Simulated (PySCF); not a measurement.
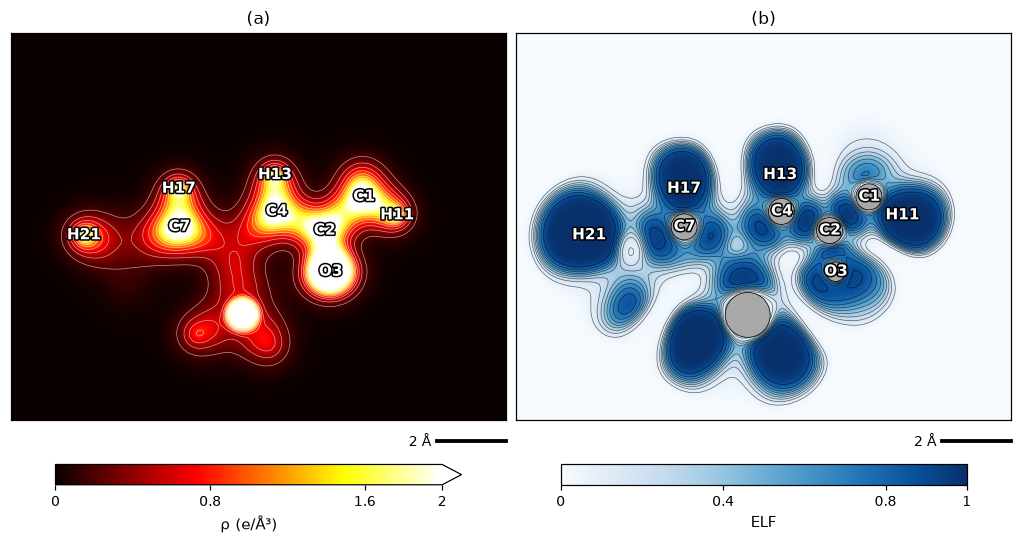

Figure. C₄H₁₃OPSi₂. (a) total electron density; (b) electron localisation function on the plane of atoms C2, C1 and H11. Grey discs cover the atomic cores in the ELF map.

Geometry: PBE0-D3(BJ)/def2-SVP.

Method: PySCF, B3LYP/def2-SVPD, SCF density, gas phase.

```yaml
atoms:
  - { symbol: C, position_ang: [-3.6324, 0.5132, -0.1187] }
  - { symbol: C, position_ang: [-2.2381, 0.4134, 0.4320] }
  - { symbol: O, position_ang: [-1.9737, 0.7361, 1.5692] }
  - { symbol: C, position_ang: [-1.1635, -0.1213, -0.4853] }
  - { symbol: P, position_ang: [0.4954, 0.6825, -0.1423] }
  - { symbol: Si, position_ang: [0.7598, -0.0016, 2.0097] }
  - { symbol: C, position_ang: [1.6137, -0.5654, -0.9673] }
  - { symbol: Si, position_ang: [3.3950, 0.0526, -1.0961] }
  - { symbol: H, position_ang: [-3.9310, -0.4322, -0.5976] }
  - { symbol: H, position_ang: [-3.6559, 1.2890, -0.9016] }
  - { symbol: H, position_ang: [-4.3356, 0.7778, 0.6804] }
  - { symbol: H, position_ang: [-1.1067, -1.2137, -0.3202] }
  - { symbol: H, position_ang: [-1.4338, 0.0277, -1.5430] }
  - { symbol: H, position_ang: [0.0109, -1.2727, 2.2646] }
  - { symbol: H, position_ang: [2.2213, -0.3168, 2.1454] }
  - { symbol: H, position_ang: [0.4255, 1.0461, 3.0101] }
  - { symbol: H, position_ang: [1.2548, -0.6927, -2.0037] }
  - { symbol: H, position_ang: [1.5804, -1.5607, -0.4908] }
  - { symbol: H, position_ang: [3.9178, 0.4896, 0.2324] }
  - { symbol: H, position_ang: [3.4521, 1.2110, -2.0377] }
  - { symbol: H, position_ang: [4.2717, -1.0402, -1.6206] }
```

Question: Describe what can be read from this map.

Answer:
- Atoms in the plane: C, O and H.
- C–O (1.21 Å): the density is about 3.3 e/Å³ at the midpoint; the ELF peaks at about 0.90 between the atoms: a multiple bond.
- C–C (1.50 Å): ρ at the midpoint is about 1.8 e/Å³; the ELF peaks at about 0.95 between the atoms (a covalent bond).
- C–H (1.10 Å): the density is about 1.9 e/Å³ at the midpoint; the ELF climbs to about 1 towards the hydrogen, as it does in any bond to H; an ordinary covalent bond to hydrogen.
- The ELF also peaks beside O3, away from the bonds: lone-pair regions.
